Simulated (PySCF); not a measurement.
# wB97X/6-31G(d) (spherical functions) run of C4H8 (isobutene)

Aim: the energy change on altering one bond length of C4H8 (isobutene) at wB97X/6-31G* (spherical functions), from 2 runs. Input form: a Python script.

The calculation is run with PySCF 2.14.0.

4 further runs of the same task are left out: 4 set aside as unsound or not needed. Runs told in other sessions of the task aren't counted.

### 1 The structure to begin with

C4H8: 12 atoms, total charge 0, spin state singlet. SMILES: `C=C(C)C`. The shape is that of a GFN2-xTB optimisation.

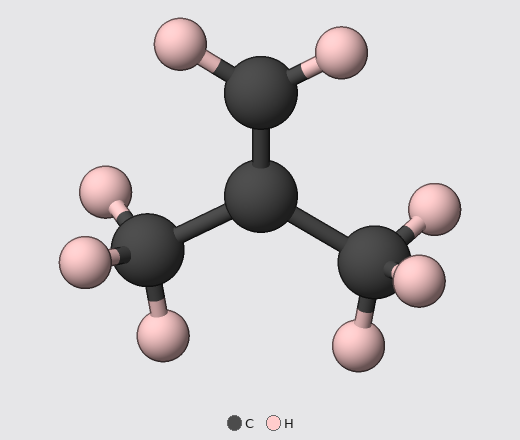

The structure, seen from a chosen angle (carbon dark grey, hydrogen pink).

### 2 A single-point energy at wB97X/6-31G(d) (spherical functions)

File calc.py:

```python
# C=C(C)C
from pyscf import gto, dft

mol = gto.M(
    atom='''
C       -0.897590       1.187450      -0.263890
C       -0.109400       0.148820      -0.032560
C        0.186100      -0.304240       1.370920
C        0.515320      -0.619420      -1.165240
H       -1.120920       1.520010      -1.263300
H       -1.354680       1.743190       0.537140
H       -0.732760      -0.600390       1.874810
H        0.630330       0.506570       1.946890
H        0.870360      -1.148440       1.382230
H       -0.255610      -1.048820      -1.803670
H        1.122810       0.040790      -1.782470
H        1.146060      -1.425510      -0.800870
''',
    max_memory=1860,
    verbose=4,
    spin=0,
    basis='6-31g*',
    charge=0,
)

mf = dft.RKS(mol)
mf.xc = 'wb97x'
mf.conv_tol = 1e-10
mf.grids.level = 5
mf.kernel()
if not mf.converged:
    mf = mf.newton().run(mf.mo_coeff, mf.mo_occ)

e_tot = mf.e_tot
print('E = %.10f Eh' % e_tot)
```

Command:

```
OMP_NUM_THREADS=1 python calc.py
```

What it wrote:

```text
PySCF version 2.14.0

[INPUT] num. atoms = 12
[INPUT] num. electrons = 32
[INPUT] charge = 0
[INPUT] spin (= nelec alpha-beta = 2S) = 0
[INPUT] symmetry False subgroup None
[INPUT] Mole.unit = angstrom
[INPUT] Symbol           X                Y                Z      unit          X                Y                Z       unit  Magmom
[INPUT]  1 C     -0.897590000000   1.187450000000  -0.263890000000 AA   -1.696199272148   2.243955286615  -0.498679827011 Bohr   0.0
[INPUT]  2 C     -0.109400000000   0.148820000000  -0.032560000000 AA   -0.206736038027   0.281229041858  -0.061529482616 Bohr   0.0
[INPUT]  3 C      0.186100000000  -0.304240000000   1.370920000000 AA    0.351678031782  -0.574930276138   2.590663338689 Bohr   0.0
[INPUT]  4 C      0.515320000000  -0.619420000000  -1.165240000000 AA    0.973813666511  -1.170534156078  -2.201984469388 Bohr   0.0
[INPUT]  5 H     -1.120920000000   1.520010000000  -1.263300000000 AA   -2.118231807547   2.872402606600  -2.387291013163 Bohr   0.0
[INPUT]  6 H     -1.354680000000   1.743190000000   0.537140000000 AA   -2.559974186426   3.294151683081   1.015047490549 Bohr   0.0
[INPUT]  7 H     -0.732760000000  -0.600390000000   1.874810000000 AA   -1.384715715036  -1.134572667928   3.542877435596 Bohr   0.0
[INPUT]  8 H      0.630330000000   0.506570000000   1.946890000000 AA    1.191151068097   0.957278562921   3.679088894654 Bohr   0.0
[INPUT]  9 H      0.870360000000  -1.148440000000   1.382230000000 AA    1.644742029776  -2.170237070495   2.612036141158 Bohr   0.0
[INPUT] 10 H     -0.255610000000  -1.048820000000  -1.803670000000 AA   -0.483032894700  -1.981982553966  -3.408442319094 Bohr   0.0
[INPUT] 11 H      1.122810000000   0.040790000000  -1.782470000000 AA    2.121803389923   0.077081928621  -3.368380125253 Bohr   0.0
[INPUT] 12 H      1.146060000000  -1.425510000000  -0.800870000000 AA    2.165739522319  -2.693823487829  -1.513424961380 Bohr   0.0

nuclear repulsion = 120.128337455195
number of shells = 40
number of NR pGTOs = 140
number of NR cGTOs = 72
basis = 6-31g*
ecp = {}

******** <class 'pyscf.dft.rks.RKS'> ********
method = RKS
initial guess = minao
damping factor = 0
level_shift factor = 0
DIIS = <class 'pyscf.scf.diis.CDIIS'>
diis_start_cycle = 1
diis_space = 8
diis_damp = 0
SCF conv_tol = 1e-10
SCF conv_tol_grad = None
SCF max_cycles = 50
direct_scf = True
direct_scf_tol = 1e-13
XC library pyscf.dft.libxc version 7.0.0
    S. Lehtola, C. Steigemann, M. J.T. Oliveira, and M. A.L. Marques.,  SoftwareX 7, 1–5 (2018)
XC functionals = wb97x
radial grids:
    Treutler-Ahlrichs [JCP 102, 346 (1995); DOI:10.1063/1.469408] (M4) radial grids

becke partition: Becke, JCP 88, 2547 (1988); DOI:10.1063/1.454033
pruning grids: <function nwchem_prune>
grids dens level: 5
symmetrized grids: False
atomic radii adjust function: <function treutler_atomic_radii_adjust>
small_rho_cutoff = 0
Set gradient conv threshold to 1e-05
Initial guess from minao.
tot grids = 360232
init E= -157.590994001511
  HOMO = -0.274170043073643  LUMO = -0.0108141285887569  gap/eV = 7.16628
cycle= 1 E= -157.149227784276  delta_E= 0.442  |g|= 0.244  |ddm|= 2.85
  HOMO = -0.298730062661305  LUMO = 0.133739262923895  gap/eV = 11.76809
cycle= 2 E= -157.162727760607  delta_E= -0.0135  |g|= 0.135  |ddm|= 0.324
  HOMO = -0.333264415085972  LUMO = 0.111548670065613  gap/eV = 12.10398
cycle= 3 E= -157.16709715287  delta_E= -0.00437  |g|= 0.028  |ddm|= 0.133
  HOMO = -0.33206016086783  LUMO = 0.11221688152724  gap/eV = 12.08939
cycle= 4 E= -157.167287183071  delta_E= -0.00019  |g|= 0.0155  |ddm|= 0.0429
  HOMO = -0.330420548734526  LUMO = 0.114205800301505  gap/eV = 12.09890
cycle= 5 E= -157.167346127927  delta_E= -5.89e-05  |g|= 0.00117  |ddm|= 0.013
  HOMO = -0.330612790105246  LUMO = 0.114028157526527  gap/eV = 12.09930
cycle= 6 E= -157.167347055599  delta_E= -9.28e-07  |g|= 0.000366  |ddm|= 0.00355
  HOMO = -0.330588483693757  LUMO = 0.114077229449564  gap/eV = 12.09997
cycle= 7 E= -157.167347121718  delta_E= -6.61e-08  |g|= 0.000115  |ddm|= 0.000832
  HOMO = -0.330606366151591  LUMO = 0.11406762331251  gap/eV = 12.10020
cycle= 8 E= -157.167347126976  delta_E= -5.26e-09  |g|= 4.18e-05  |ddm|= 0.00022
  HOMO = -0.330605149734906  LUMO = 0.114069491806254  gap/eV = 12.10021
cycle= 9 E= -157.167347127696  delta_E= -7.19e-10  |g|= 5.61e-06  |ddm|= 0.000102
  HOMO = -0.330605820193389  LUMO = 0.114068929751999  gap/eV = 12.10022
cycle= 10 E= -157.167347127715  delta_E= -1.9e-11  |g|= 1.37e-06  |ddm|= 1.79e-05
  HOMO = -0.330605821790624  LUMO = 0.114068896105253  gap/eV = 12.10022
Extra cycle  E= -157.167347127715  delta_E= -1.71e-13  |g|= 5.88e-07  |ddm|= 3.13e-06
converged SCF energy = -157.167347127715
E = -157.1673471277 Eh
```

It took 26 s on 1 thread of Arm Neoverse V1, shared host; peak memory 0.36 GiB.

### 3 The distorted shape, same level

File calc.py:

```python
from pyscf import gto, dft

molecule = gto.M(
    atom=[
    ('C', (-1.085001, 1.417916, 0.075905)),
    ('C', (-0.296811, 0.379286, 0.307235)),
    ('C', (-0.001311, -0.073774, 1.710715)),
    ('C', (0.515320, -0.619420, -1.165240)),
    ('H', (-1.308331, 1.750476, -0.923505)),
    ('H', (-1.542091, 1.973656, 0.876935)),
    ('H', (-0.920171, -0.369924, 2.214605)),
    ('H', (0.442919, 0.737036, 2.286685)),
    ('H', (0.682949, -0.917974, 1.722025)),
    ('H', (-0.255610, -1.048820, -1.803670)),
    ('H', (1.122810, 0.040790, -1.782470)),
    ('H', (1.146060, -1.425510, -0.800870)),
],
    charge=0,
    basis='6-31g*',
    spin=0,
    verbose=3,
    max_memory=1860,
)

calc0 = dft.RKS(molecule)
calc0.xc = 'wb97x'
calc0.conv_tol = 1e-10
calc0.grids.level = 5
calc0.kernel()
if not calc0.converged:
    calc0 = calc0.newton().run(calc0.mo_coeff, calc0.mo_occ)

e_final = calc0.e_tot
print('Final energy', e_final)
```

Command:

```
OMP_NUM_THREADS=1 python calc.py
```

What it wrote:

```text
converged SCF energy = -157.11228072753
Final energy -157.11228072753005
```

Run time: 27 s. Hardware: 1 thread of Arm Neoverse V1, shared host; peak memory 0.37 GiB.

### 4 What came out

Level: wB97X/6-31G* (spherical functions).

| quantity | value |
| --- | --- |
| first shape: total energy | -157.16735 Eh |
| first shape: dipole moment | 0.46 D |
| first shape: HOMO energy | -9.00 eV |
| first shape: LUMO energy | 3.10 eV |
| first shape: HOMO–LUMO gap | 12.10 eV |
| distorted shape: total energy | -157.11228 Eh |
| distorted shape: dipole moment | 0.38 D |
| distorted shape: HOMO energy | -9.33 eV |
| distorted shape: LUMO energy | 3.22 eV |
| distorted shape: HOMO–LUMO gap | 12.55 eV |
| energy change with the C2–C4 bond stretched from 1.504 to 1.956 Å | 1.498 eV |

What this shows: With the C2–C4 bond stretched from 1.504 to 1.956 Å the energy rises by 1.50 eV (35 kcal/mol). The first shape isn't relaxed at this level, so the change isn't measured from a minimum. Mulliken charges (first shape) run from -0.54 on C3 to +0.18 on H7. Mulliken charges (distorted shape) run from -0.54 on C3 to +0.18 on H7; they depend strongly on the basis.
